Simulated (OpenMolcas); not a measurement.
Geometry relaxation of BF$_{3}$ (part 2 of 4)

Continued. System: BF$_{3}$. Method: CASSCF/ANO-RCC-VDZP, DKH2 (OpenMolcas 26.06). The geometry comes from this level: PBE0-D4/def2-TZVP.

Geometry of the input (Å):
```
F  0.5439  0.2107  1.1743
B  0.0000  -0.0000  0.0000
F  -0.2652  -1.2235  -0.3896
F  -0.2787  1.0128  -0.7847
```

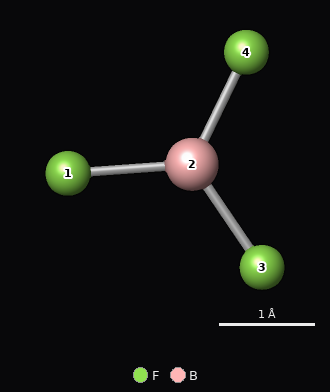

**Figure 1.** The input geometry (ball-and-stick view, seen at a tilt; atoms are numbered from 1 in the order of the input).

### What the program printed, continued
```
++    Natural Bond Order analysis
      ---------------------------
      Based on LoProp computed density
      -------------------------------------------------------------------------------------
      Atom A       Atom B       Bond Order
      -------------------------------------------------------------------------------------
      NBO located      0.999 non-bonded electrons on atom F1
      NBO located      0.993 non-bonded electrons on atom F1
      NBO located      0.987 non-bonded electrons on atom B2
      NBO located      0.999 non-bonded electrons on atom F3
      NBO located      0.983 non-bonded electrons on atom F3
      NBO located      0.999 non-bonded electrons on atom F4
      NBO located      0.970 non-bonded electrons on atom F4
      The remaining   10.148 electrons are to be considered as diffuse
--

--

      Average orbitals are written to the RASORB file
      Natural orbitals for root   1 are written to the RASORB.1 file
      Spin density orbitals for root   1 are written to the SPDORB.1 file

--- Stop Module: rasscf /rc=_RC_ALL_IS_WELL_ ---
--- Module rasscf spent 6 seconds ---

--- Start Module: slapaf ---

                                              &SLAPAF

                       available to each process: 1.9 GB of memory, 1 thread

--- Stop Module: slapaf /rc=_RC_INVOKED_OTHER_MODULE_ ---

--- Start Module: alaska ---

                                              &ALASKA

                       available to each process: 1.9 GB of memory, 1 thread

                     Threshold for contributions to the gradient: 1.000E-07

                    ********************************************
                    * Symmetry Adapted Cartesian Displacements *
                    ********************************************

           Irreducible representation : a
           Basis function(s) of irrep: x, y, xy, Rz, z, xz, Ry, yz, Rx, I

 Basis Label        Type   Center Phase
   1   F1           x         1     1
   2   F1           y         1     1
   3   F1           z         1     1
   4   B2           x         2     1
   5   B2           y         2     1
   6   B2           z         2     1
   7   F3           x         3     1
   8   F3           y         3     1
   9   F3           z         3     1
  10   F4           x         4     1
  11   F4           y         4     1
  12   F4           z         4     1

                     No automatic utilization of translational and rotational invariance of the energy is employed.

 Conventional ERI gradients!

 **************************************************
 *              Molecular gradients               *
 **************************************************

  Irreducible representation: a
 ------------------------------------------------------------------------------------------
                              X                       Y                       Z
 ------------------------------------------------------------------------------------------
  F1                3.80453684803950E-03    1.77906928554084E-03    8.17146000433056E-03
  B2               -3.23626618932966E-03    1.18004098937677E-02   -9.13724726008737E-03
  F3               -1.97393410908075E-03   -8.45922916690611E-03   -2.99937556895635E-03
  F4                1.40566345037918E-03   -5.12025001241589E-03    3.96516282475901E-03
 ------------------------------------------------------------------------------------------

--- Stop Module: alaska /rc=_RC_ALL_IS_WELL_ ---
--- Module alaska spent 21 seconds ---

--- Start Module: slapaf ---

                                              &SLAPAF

                       available to each process: 1.9 GB of memory, 1 thread

++       Slapaf input parameters:
         ------------------------

 Maximum number of iterations:                40
 Convergence test a la Schlegel.
 Convergence criterion on gradient/para.<=: 3.0E-04
 Convergence criterion on step/parameter<=: 3.0E-04
 Convergence criterion on energy change <=: 0.0E+00
 Parameters for step-restricted optimization
 Maximum step length (initial seed):       3.00E-01

 -RFO activated with parameters:
   Maximum number of data points used in RFO:      5
 Line search is performed

 -Optimization for minimum.
  Optimization method: RS-RFO.

 -Initial Hessian guessed by Hessian Model Function (HMF).
  HMF augmented with weak interactions.

 -Hessian update method: Broyden-Fletcher-Goldfarb-Shanno
  Maximum number of points in Hessian update:  5

 -Relaxation will be done on non-redundant internal coordinates, based on
  force constant weighted redundant internal coordinates.

--

 ******************************************
 * Statistics of the internal coordinates *
 ******************************************
 Translations and Rotations:         0
 Bonds                     :         3
 Angles                    :         3
 Torsions                  :         0
 Out-of-plane angles       :         3

**********************************************************************************************************************
*                                    Energy Statistics for Geometry Optimization                                     *
**********************************************************************************************************************
                       Energy     Grad      Grad              Step                 Estimated   Geom       Hessian
Iter      Energy       Change     Norm      Max    Element    Max     Element     Final Energy Update Update   Index
  1   -323.63583308  0.00000000 0.021119  0.010163 nrc002   0.012309  nrc002     -323.63595929 RS-RFO  None      0

       +----------------------------------+----------------------------------+
       +    Cartesian Displacements       +    Gradient in internals         +
       +  Value      Threshold Converged? +  Value      Threshold Converged? +
 +-----+----------------------------------+----------------------------------+
 + RMS + 7.3766E-03  1.2000E-03     No    + 8.6216E-03  3.0000E-04     No    +
 +-----+----------------------------------+----------------------------------+
 + Max + 9.5706E-03  1.8000E-03     No    + 1.0163E-02  4.5000E-04     No    +
 +-----+----------------------------------+----------------------------------+

 Convergence not reached yet!

*****************************************************************************************************************
*****************************************************************************************************************

++ Geometry section

********************************************************************************
  Geometrical information of the new structure
********************************************************************************

 *********************************************************
 * Nuclear coordinates for the next iteration / bohr     *
 *********************************************************
  ATOM              X               Y               Z
  F1               1.024316        0.392509        2.212223
  B2               0.000870       -0.003495        0.002781
  F3              -0.497733       -2.305769       -0.729942
  F4              -0.527472        1.916755       -1.485043

 *********************************************************
 * Nuclear coordinates for the next iteration / angstrom *
 *********************************************************
  ATOM              X               Y               Z
  F1               0.542045        0.207707        1.170658
  B2               0.000460       -0.001850        0.001472
  F3              -0.263389       -1.220160       -0.386269
  F4              -0.279126        1.014303       -0.785851

                    ***************************************
                    *    InterNuclear Distances / bohr    *
                    ***************************************

               1 F1            2 B2            3 F3            4 F4
    1 F1       0.000000
    2 B2       2.466961        0.000000
    3 F3       4.272432        2.466972        0.000000
    4 F4       4.289657        2.485986        4.289612        0.000000

                    *******************************************
                    *    InterNuclear Distances / angstrom    *
                    *******************************************

               1 F1            2 B2            3 F3            4 F4
    1 F1       0.000000
    2 B2       1.305460        0.000000
    3 F3       2.260873        1.305465        0.000000
    4 F4       2.269989        1.315527        2.269965        0.000000

                    **************************************
                    *    Valence Bond Angles / degree    *
                    **************************************
                          Atom centers                 Phi
                      1 F1       2 B2       3 F3       119.98
                      1 F1       2 B2       4 F4       120.01
                      3 F3       2 B2       4 F4       120.01
--
--- Stop Module: slapaf /rc=_RC_CONTINUE_LOOP_ ---

>>> END DO

--- Start Module: seward ---
--- Stop Module: seward /rc=_RC_ALL_IS_WELL_ ---
--- Module seward spent 6 seconds ---

--- Start Module: rasscf ---
--- Stop Module: rasscf /rc=_RC_ALL_IS_WELL_ ---
--- Module rasscf spent 2 seconds ---

--- Start Module: slapaf ---
--- Stop Module: slapaf /rc=_RC_INVOKED_OTHER_MODULE_ ---

--- Start Module: alaska ---
--- Stop Module: alaska /rc=_RC_ALL_IS_WELL_ ---
--- Module alaska spent 21 seconds ---

--- Start Module: slapaf ---

**********************************************************************************************************************
*                                    Energy Statistics for Geometry Optimization                                     *
**********************************************************************************************************************
                       Energy     Grad      Grad              Step                 Estimated   Geom       Hessian
Iter      Energy       Change     Norm      Max    Element    Max     Element     Final Energy Update Update   Index
  1   -323.63583308  0.00000000 0.021119  0.010163 nrc002   0.012309  nrc002     -323.63595929 RS-RFO  None      0
  2   -323.63601314 -0.00018005 0.009279  0.005271 nrc002   0.010005  nrc002     -323.63604434 RS-RFO  BFGS      0

       +----------------------------------+----------------------------------+
       +    Cartesian Displacements       +    Gradient in internals         +
       +  Value      Threshold Converged? +  Value      Threshold Converged? +
 +-----+----------------------------------+----------------------------------+
 + RMS + 3.6876E-03  1.2000E-03     No    + 4.1499E-03  3.0000E-04     No    +
 +-----+----------------------------------+----------------------------------+
 + Max + 4.4096E-03  1.8000E-03     No    + 5.2709E-03  4.5000E-04     No    +
 +-----+----------------------------------+----------------------------------+

 Convergence not reached yet!

*****************************************************************************************************************
*****************************************************************************************************************

++ Geometry section

********************************************************************************
  Geometrical information of the new structure
********************************************************************************

 *********************************************************
 * Nuclear coordinates for the next iteration / bohr     *
 *********************************************************
  ATOM              X               Y               Z
  F1               1.022272        0.391029        2.209204
  B2               0.003171       -0.006789        0.004596
  F3              -0.497108       -2.302539       -0.727798
  F4              -0.528354        1.918300       -1.485983

 *********************************************************
 * Nuclear coordinates for the next iteration / angstrom *
 *********************************************************
  ATOM              X               Y               Z
  F1               0.540963        0.206923        1.169061
  B2               0.001678       -0.003593        0.002432
  F3              -0.263058       -1.218451       -0.385134
  F4              -0.279593        1.015120       -0.786348

--
--- Stop Module: slapaf /rc=_RC_CONTINUE_LOOP_ ---

>>> END DO

--- Start Module: seward ---
--- Stop Module: seward /rc=_RC_ALL_IS_WELL_ ---
--- Module seward spent 4 seconds ---

--- Start Module: rasscf ---
--- Stop Module: rasscf /rc=_RC_ALL_IS_WELL_ ---
--- Module rasscf spent 1 second ---

--- Start Module: slapaf ---
--- Stop Module: slapaf /rc=_RC_INVOKED_OTHER_MODULE_ ---

--- Start Module: alaska ---
--- Stop Module: alaska /rc=_RC_ALL_IS_WELL_ ---
--- Module alaska spent 19 seconds ---

--- Start Module: slapaf ---

**********************************************************************************************************************
*                                    Energy Statistics for Geometry Optimization                                     *
**********************************************************************************************************************
                       Energy     Grad      Grad              Step                 Estimated   Geom       Hessian
Iter      Energy       Change     Norm      Max    Element    Max     Element     Final Energy Update Update   Index
  1   -323.63583308  0.00000000 0.021119  0.010163 nrc002   0.012309  nrc002     -323.63595929 RS-RFO  None      0
  2   -323.63601314 -0.00018005 0.009279  0.005271 nrc002   0.010005  nrc002     -323.63604434 RS-RFO  BFGS      0
  3   -323.63605062 -0.00003748 0.002144  0.001191 nrc002  -0.026037  nrc006     -323.63605562 RS-RFO  BFGS      0

       +----------------------------------+----------------------------------+
       +    Cartesian Displacements       +    Gradient in internals         +
       +  Value      Threshold Converged? +  Value      Threshold Converged? +
 +-----+----------------------------------+----------------------------------+
 + RMS + 5.4622E-03  1.2000E-03     No    + 9.5883E-04  3.0000E-04     No    +
 +-----+----------------------------------+----------------------------------+
 + Max + 9.4560E-03  1.8000E-03     No    + 1.1911E-03  4.5000E-04     No    +
 +-----+----------------------------------+----------------------------------+

 Convergence not reached yet!

*****************************************************************************************************************
*****************************************************************************************************************

++ Geometry section
```
